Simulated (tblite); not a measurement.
**C4H8O4SSi: geometry relaxation (part 2 of 2)**

Continued. System: C4H8O4SSi. Method: GFN2-xTB geometry optimisation, gas phase (tblite 0.8.0). 

Geometry of the input (Å):
```
C  2.8868  1.2220  0.0338
O  1.6396  0.7539  0.5316
C  0.8536  0.0159  -0.3179
O  1.2837  -0.1588  -1.5152
Si -0.7781  -0.6588  0.2055
O  -0.6747  -2.2361  0.9152
C  -0.0144  -3.2088  0.1746
O  0.4710  -2.9092  -0.9609
S  -1.6624  0.6890  1.6246
C  -2.8466  1.6962  0.6645
H  2.8002  2.3380  0.0187
H  3.7271  0.9005  0.6689
H  3.0823  0.8943  -0.9758
H  -1.6534  -0.7779  -1.0012
H  0.0669  -4.1812  0.5886
H  -3.8606  1.4587  1.0574
H  -2.5557  2.7494  0.8414
H  -2.7741  1.4193  -0.4112
```

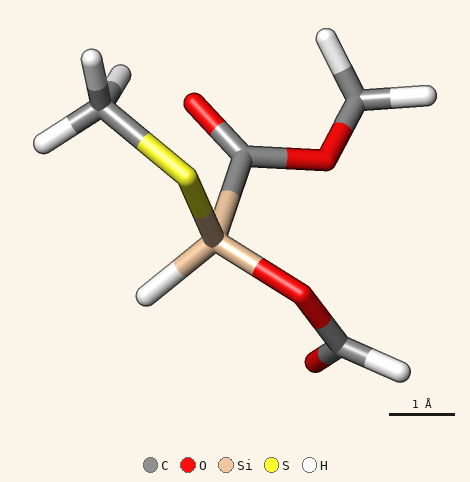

Figure 1. The geometry at step 174 of the log (stick view, seen at a tilt).

## Trajectory as extended XYZ, continued
```
18
Properties=species:S:1:pos:R:3:forces:R:3 step=87 energy=-923.63811
C     2.6957    0.9097    0.0510   -0.0220  -0.0150  -0.0230
O     1.5523    0.0779    0.2316   -0.0340  -0.0140  -0.0290
C     0.4345    0.4117   -0.4147    0.0330   0.0260  -0.0020
O     0.3240    1.3929   -1.1080    0.0110  -0.0340   0.0110
Si   -0.9908   -0.8170   -0.0098    0.0260   0.0370  -0.0200
O    -0.3786   -2.0620    0.8914    0.0000  -0.0460  -0.0150
C     0.3408   -3.0198    0.3504    0.0210   0.0010   0.0130
O     0.5367   -3.1487   -0.8185    0.0230   0.0050   0.0490
S    -2.3234    0.0963    1.3626   -0.0030   0.0490   0.0030
C    -2.5187    1.7125    0.5321    0.0010   0.0150   0.0060
H     2.4168    1.9627    0.1255   -0.0270  -0.0220   0.0210
H     3.4047    0.6369    0.8292   -0.0320   0.0070  -0.0070
H     3.1248    0.7282   -0.9355    0.0250   0.0020  -0.0190
H    -1.6816   -1.2579   -1.2140    0.0580   0.0230   0.0070
H     0.7400   -3.6927    1.1268   -0.0200  -0.0130  -0.0270
H    -3.4321    2.1479    0.9203   -0.0030   0.0290  -0.0270
H    -1.6728    2.3504    0.7631    0.0130  -0.0220   0.0470
H    -2.5812    1.5772   -0.5406   -0.0720  -0.0280   0.0110
18
Properties=species:S:1:pos:R:3:forces:R:3 step=109 energy=-923.65518
C     2.7115    0.8759    0.0131    0.0000  -0.0150  -0.0170
O     1.5798    0.0289    0.1853   -0.0120   0.0110   0.0360
C     0.4425    0.4190   -0.3821   -0.0220  -0.0230  -0.0050
O     0.3115    1.4494   -0.9973    0.0150   0.0230  -0.0150
Si   -0.9867   -0.8100   -0.0273   -0.0670  -0.0270   0.0580
O    -0.4720   -2.1060    0.8696    0.0060  -0.0180  -0.0150
C     0.3663   -2.9987    0.3907    0.0170   0.0250  -0.0070
O     0.8321   -2.9790   -0.7058   -0.0150   0.0110  -0.0500
S    -2.3571    0.0908    1.3236    0.0140  -0.0220  -0.0140
C    -2.5597    1.7239    0.5299    0.0120  -0.0260   0.0180
H     2.4069    1.9221    0.0901    0.0260  -0.0160   0.0030
H     3.4226    0.6155    0.7932   -0.0140  -0.0020  -0.0140
H     3.1406    0.6982   -0.9740    0.0560   0.0310   0.0010
H    -1.6147   -1.2466   -1.2673    0.0210   0.0250  -0.0050
H     0.5838   -3.7792    1.1360   -0.0140   0.0150   0.0530
H    -3.3589    2.2274    1.0643    0.0410   0.0000  -0.0340
H    -1.6342    2.2842    0.6140   -0.0500  -0.0080  -0.0290
H    -2.8231    1.5906   -0.5132   -0.0140   0.0180   0.0370
18
Properties=species:S:1:pos:R:3:forces:R:3 step=130 energy=-923.66689
C     2.7399    0.8222    0.0275   -0.0170   0.0130  -0.0150
O     1.5800    0.0114    0.1869   -0.0410  -0.0040  -0.0060
C     0.4517    0.4394   -0.3759   -0.0040  -0.0340   0.0120
O     0.3479    1.4815   -0.9777    0.0140  -0.0150   0.0330
Si   -1.0017   -0.7808   -0.0601    0.0160   0.0440  -0.0500
O    -0.4899   -2.0806    0.8216    0.0140   0.0090   0.0710
C     0.3991   -2.9528    0.4011   -0.0440  -0.0220   0.0310
O     0.8606   -2.9873   -0.6955    0.0410   0.0050  -0.0660
S    -2.3875    0.0737    1.3003    0.0360  -0.0400   0.0080
C    -2.6246    1.7075    0.5240    0.0030  -0.0490   0.0050
H     2.4670    1.8754    0.1077    0.0110   0.0360   0.0170
H     3.4371    0.5377    0.8111   -0.0170  -0.0150   0.0040
H     3.1768    0.6431   -0.9556    0.0270  -0.0140  -0.0170
H    -1.5863   -1.1703   -1.3371   -0.0060  -0.0020   0.0200
H     0.6517   -3.6617    1.2063    0.0150  -0.0130  -0.0090
H    -3.2553    2.2728    1.1997   -0.0160   0.0480  -0.0370
H    -1.6670    2.1967    0.3952    0.0140   0.0260  -0.0060
H    -3.1081    1.5785   -0.4368   -0.0460   0.0270   0.0050
18
Properties=species:S:1:pos:R:3:forces:R:3 step=152 energy=-923.67738
C     2.7755    0.7687    0.0408    0.0040  -0.0030   0.0020
O     1.5993   -0.0249    0.1694    0.0120   0.0120  -0.0150
C     0.4681    0.4600   -0.3353    0.0100   0.0030   0.0110
O     0.3711    1.5431   -0.8620   -0.0230  -0.0160  -0.0040
Si   -0.9928   -0.7514   -0.0305   -0.0050   0.0140   0.0070
O    -0.4580   -2.0509    0.8448    0.0110  -0.0050  -0.0050
C     0.4244   -2.9049    0.3744    0.0020  -0.0060  -0.0230
O     0.8522   -2.9052   -0.7377   -0.0200   0.0080   0.0110
S    -2.3424    0.1255    1.3526    0.0110  -0.0230  -0.0120
C    -2.6985    1.6875    0.4767    0.0350  -0.0010  -0.0050
H     2.5223    1.8265    0.1378    0.0130  -0.0150   0.0010
H     3.4535    0.4532    0.8302   -0.0080   0.0100   0.0060
H     3.2292    0.5937   -0.9366   -0.0160   0.0050   0.0050
H    -1.6088   -1.1426   -1.2915    0.0120  -0.0040   0.0160
H     0.7134   -3.6330    1.1491   -0.0060  -0.0010   0.0070
H    -3.1425    2.3588    1.2017   -0.0250   0.0170   0.0140
H    -1.7787    2.1085    0.0884    0.0060   0.0110  -0.0100
H    -3.3960    1.4936   -0.3297   -0.0120  -0.0050  -0.0060
18
Properties=species:S:1:pos:R:3:forces:R:3 step=174 energy=-923.67858
C     2.7780    0.7854    0.0440    0.0000   0.0010   0.0010
O     1.6071   -0.0147    0.1749    0.0000  -0.0010  -0.0020
C     0.4737    0.4555   -0.3381   -0.0020   0.0030   0.0040
O     0.3685    1.5291   -0.8818    0.0000  -0.0010   0.0010
Si   -0.9838   -0.7525   -0.0098    0.0010  -0.0070   0.0000
O    -0.4429   -2.0507    0.8658   -0.0020   0.0030  -0.0010
C     0.4057   -2.9189    0.3619   -0.0030   0.0030   0.0010
O     0.7964   -2.9166   -0.7638    0.0000  -0.0050  -0.0010
S    -2.3194    0.1407    1.3746    0.0000  -0.0010   0.0000
C    -2.6884    1.6861    0.4742   -0.0010  -0.0010   0.0020
H     2.5201    1.8416    0.1408    0.0010   0.0020  -0.0010
H     3.4568    0.4754    0.8346    0.0050   0.0030  -0.0010
H     3.2307    0.6132   -0.9340   -0.0010   0.0000   0.0010
H    -1.6153   -1.1541   -1.2587    0.0020   0.0010  -0.0010
H     0.7046   -3.6591    1.1212   -0.0020  -0.0010  -0.0010
H    -3.1786    2.3489    1.1784    0.0030   0.0010  -0.0030
H    -1.7690    2.1313    0.1119   -0.0010   0.0000   0.0010
H    -3.3529    1.4655   -0.3534   -0.0010  -0.0010   0.0000
18
Properties=species:S:1:pos:R:3:forces:R:3 step=196 energy=-923.67881
C     2.7833    0.7974    0.0402    0.0000   0.0010  -0.0010
O     1.6155   -0.0069    0.1765    0.0020   0.0000  -0.0010
C     0.4779    0.4611   -0.3290    0.0030   0.0000   0.0020
O     0.3665    1.5368   -0.8678   -0.0010  -0.0010   0.0020
Si   -0.9768   -0.7525   -0.0089    0.0000   0.0040   0.0000
O    -0.4431   -2.0526    0.8672    0.0010  -0.0040   0.0010
C     0.3919   -2.9342    0.3638    0.0030   0.0000  -0.0020
O     0.7840   -2.9382   -0.7614   -0.0020  -0.0010   0.0020
S    -2.3232    0.1339    1.3695    0.0000   0.0030  -0.0030
C    -2.6886    1.6829    0.4735    0.0010   0.0010  -0.0030
H     2.5215    1.8531    0.1315   -0.0010   0.0010   0.0000
H     3.4658    0.4951    0.8307   -0.0020  -0.0010  -0.0010
H     3.2343    0.6214   -0.9379    0.0020   0.0010   0.0010
H    -1.5970   -1.1497   -1.2646   -0.0030  -0.0020  -0.0020
H     0.6780   -3.6796    1.1230   -0.0020   0.0040   0.0000
H    -3.1680    2.3498    1.1811    0.0020  -0.0030   0.0030
H    -1.7689    2.1212    0.1037   -0.0040   0.0010   0.0000
H    -3.3621    1.4674   -0.3485    0.0030  -0.0010   0.0010
18
Properties=species:S:1:pos:R:3:forces:R:3 step=218 energy=-923.67205
C     2.8011    0.7923    0.0428   -0.1430  -0.2330  -0.0610
O     1.6212   -0.0075    0.1586   -0.2080   0.0850  -0.0570
C     0.4740    0.4680   -0.3354    0.2470  -0.0310   0.0450
O     0.3571    1.5472   -0.8662    0.0040  -0.0490   0.0420
Si   -0.9758   -0.7501   -0.0136    0.0060  -0.0180   0.0300
O    -0.4437   -2.0527    0.8611   -0.0180   0.0690  -0.0370
C     0.3923   -2.9328    0.3580    0.0010  -0.0240   0.0960
O     0.7840   -2.9433   -0.7661    0.0090   0.0090  -0.0600
S    -2.3196    0.1310    1.3708    0.0020   0.0210  -0.0170
C    -2.6929    1.6838    0.4809   -0.0260  -0.0620   0.0010
H     2.5062    1.8302   -0.1336    0.1470  -0.0520   0.0330
H     3.3451    0.6678    0.9825   -0.0140   0.1160  -0.1900
H     3.3858    0.4070   -0.8022   -0.0390   0.1590   0.1930
H    -1.5940   -1.1494   -1.2686   -0.0150   0.0010  -0.0180
H     0.6792   -3.6697    1.1248    0.0200  -0.0340  -0.0100
H    -3.1698    2.3448    1.1961   -0.0080  -0.0060  -0.0330
H    -1.7758    2.1243    0.1098    0.0200   0.0170  -0.0070
H    -3.3669    1.4643   -0.3414    0.0150   0.0340   0.0480
18
Properties=species:S:1:pos:R:3:forces:R:3 step=240 energy=-923.67918
C     2.7914    0.7842    0.0422    0.0000   0.0000   0.0000
O     1.6142   -0.0097    0.1636    0.0010   0.0020   0.0000
C     0.4760    0.4657   -0.3329    0.0000  -0.0010   0.0010
O     0.3587    1.5459   -0.8613    0.0000   0.0000   0.0010
Si   -0.9769   -0.7510   -0.0148   -0.0020  -0.0020   0.0010
O    -0.4398   -2.0501    0.8605    0.0000   0.0000   0.0000
C     0.3943   -2.9339    0.3596   -0.0010   0.0000   0.0010
O     0.7834   -2.9447   -0.7665    0.0000  -0.0010   0.0000
S    -2.3209    0.1309    1.3688    0.0010   0.0000  -0.0010
C    -2.6922    1.6825    0.4800    0.0000   0.0000   0.0010
H     2.5180    1.8263   -0.1327    0.0000   0.0000   0.0000
H     3.3487    0.6799    0.9711   -0.0010   0.0010   0.0000
H     3.3841    0.4132   -0.7950   -0.0010  -0.0010   0.0010
H    -1.6004   -1.1482   -1.2691    0.0020   0.0010   0.0000
H     0.6821   -3.6744    1.1231    0.0010   0.0000  -0.0020
H    -3.1706    2.3444    1.1930    0.0000   0.0030  -0.0010
H    -1.7749    2.1251    0.1093    0.0000  -0.0020   0.0010
H    -3.3678    1.4690   -0.3405    0.0010   0.0000   0.0000
```
